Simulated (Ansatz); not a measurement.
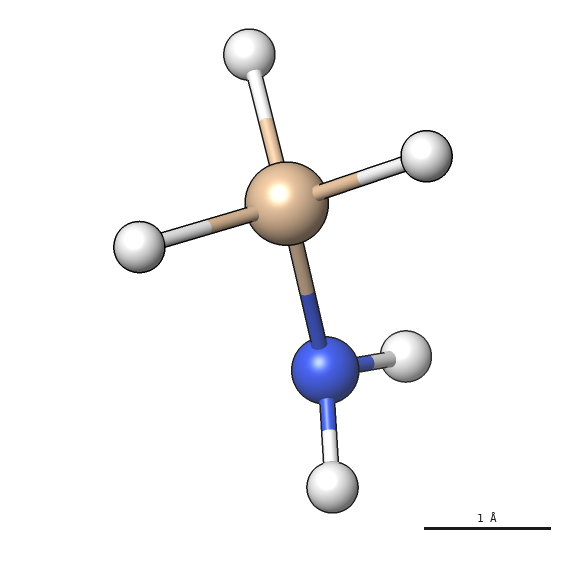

Ball-and-stick drawing of a structure. Colours: hydrogen white, nitrogen blue, silicon light orange.

> Give the formula.

H₅NSi, 7 atoms: 5 hydrogen, 1 nitrogen and 1 silicon.

> Count the bonded pairs by element.

3 Si–H, 2 N–H, 1 N–Si. Sticks follow a distance rule.

> Which point group does it belong to?

Cs.

> How many atoms are distinct by symmetry?

5: 2 H, 1 N, 1 Si, 1 H, 2 H.

More results for the same structure follow; atom numbers are the same in all pictures, views and colours differ. Computed geometry: PBE0-D4/def2-TZVP optimisation.

**Shape**

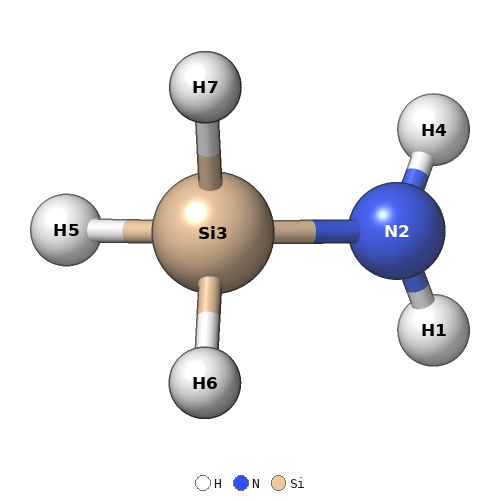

> Describe the coordination of atom 3.

Si3 has 4 neighbours (N2 at 1.72, H5 at 1.49, H6 at 1.49, H7 at 1.49 Å); the arrangement is tetrahedral.

**Vibrations**

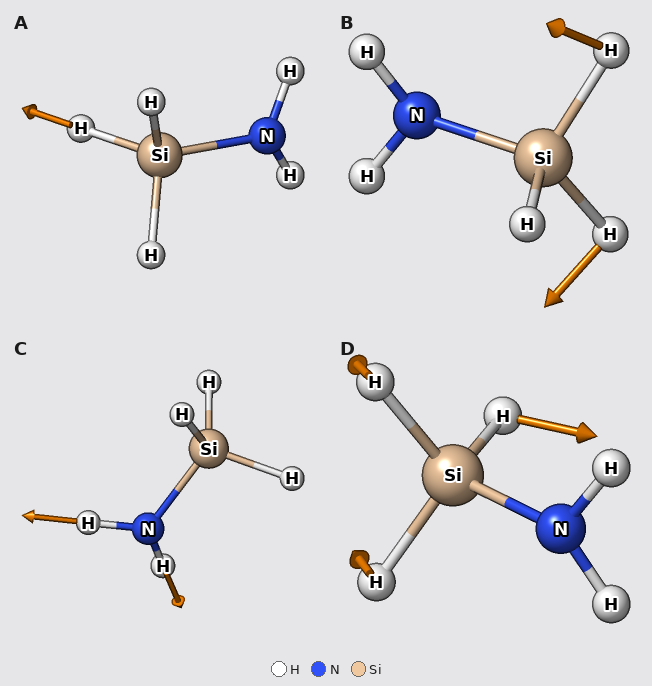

4 normal modes of one molecule or complex, as arrows. Harmonic vibrations computed with RKS PBE0-D4/def2-TZVP (Ansatz 0.2.0) at a stationary point of the same level.

> Match the panels to the wavenumbers 701 cm⁻¹, 924 cm⁻¹, 2177 cm⁻¹, 3603 cm⁻¹.

A: 2177 cm⁻¹, Si–H stretching
B: 924 cm⁻¹, H–Si–H bending
C: 3603 cm⁻¹, in-phase stretching of 2 N–H bonds
D: 701 cm⁻¹, H–Si–N bending

**Charges**

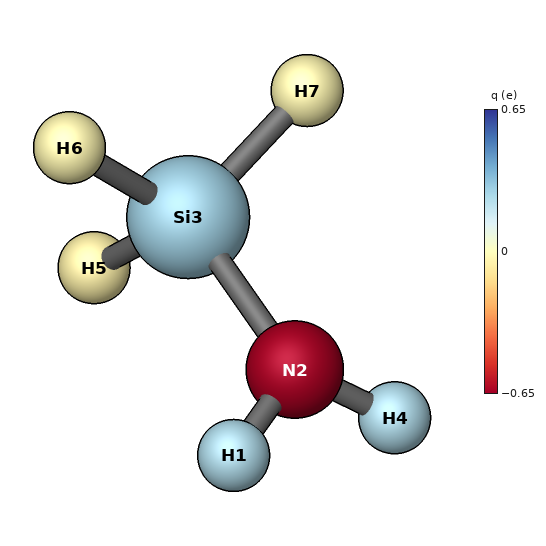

Atoms are coloured by their Mulliken charges. Properties computed with RKS PBE0-D4/def2-TZVP (Ansatz 0.2.0).

> Which atom carries the highest charge (most positive or least negative)?

Si3 (0.28 e).

> And the lowest?

N2 (−0.63 e).

List the Mulliken charges.

| atom | value (e) |
| --- | --- |
| H1 | 0.24 |
| N2 | −0.63 |
| Si3 | 0.28 |
| H4 | 0.24 |
| H5 | −0.05 |
| H6 | −0.03 |
| H7 | −0.03 |

**Thermal motion**

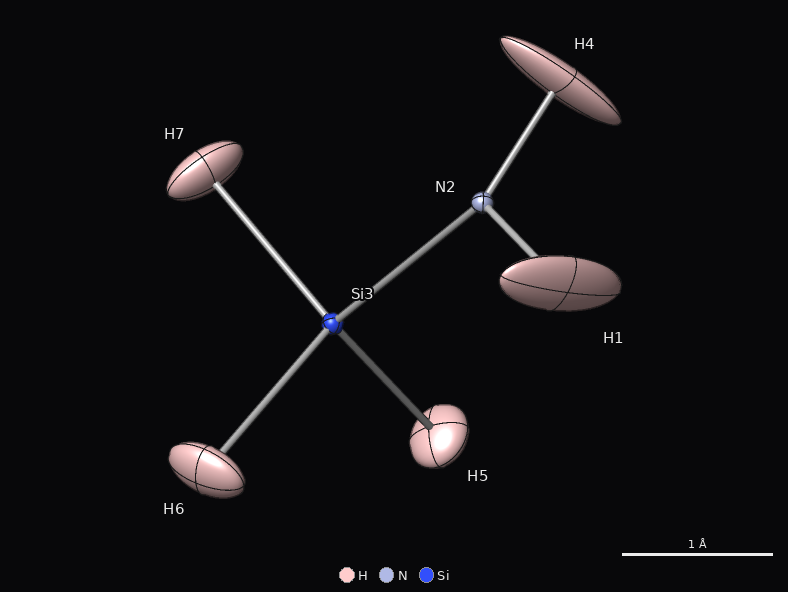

Displacement ellipsoids at the 50 % level, from the internal vibrations of the free molecule (harmonic, no overall translation or rotation; no half-axis is drawn under 0.075 Å). Vibrations computed with RKS PBE0-D4/def2-TZVP (Ansatz 0.2.0). Temperature: 298 K.

> Which atom has the largest mean-square displacement?

H1, H4, with U_eq = 0.0447 Å².

> Does H1 move more along its bond or across it?

Across it: the root-mean-square amplitude is 0.069 Å along the bond and up to 0.332 Å across, since bending and torsion are softer than stretching.

List U_eq and the three principal root-mean-square amplitudes for each kind of atom.

```tsv
atom	U_eq (Å²)	rms amplitudes (Å)
H1, H4	0.0447	0.068, 0.140, 0.332
N2	0.00072	0.020, 0.025, 0.034
Si3	0.00017	0.011, 0.011, 0.017
H5	0.0176	0.087, 0.143, 0.157
H6, H7	0.0204	0.085, 0.133, 0.191
```

**Dipole moment**

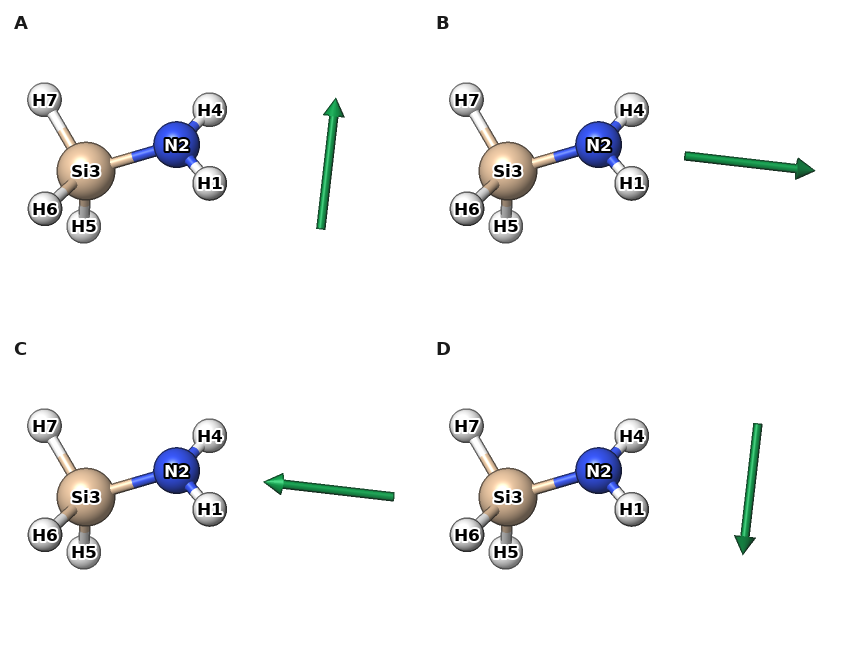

The same molecule four times, each with an arrow. Level of theory: RKS PBE0-D4/def2-TZVP (Ansatz 0.2.0).

> Which arrow points along the dipole moment, from the negative to the positive end?

B. The dipole moment is 1.37 D; it points from the side of H6, H7 to the side of H1, H4 (the outermost atoms at the two ends).

Mulliken values depend strongly on the basis set and can even reverse the polarity of a bond.
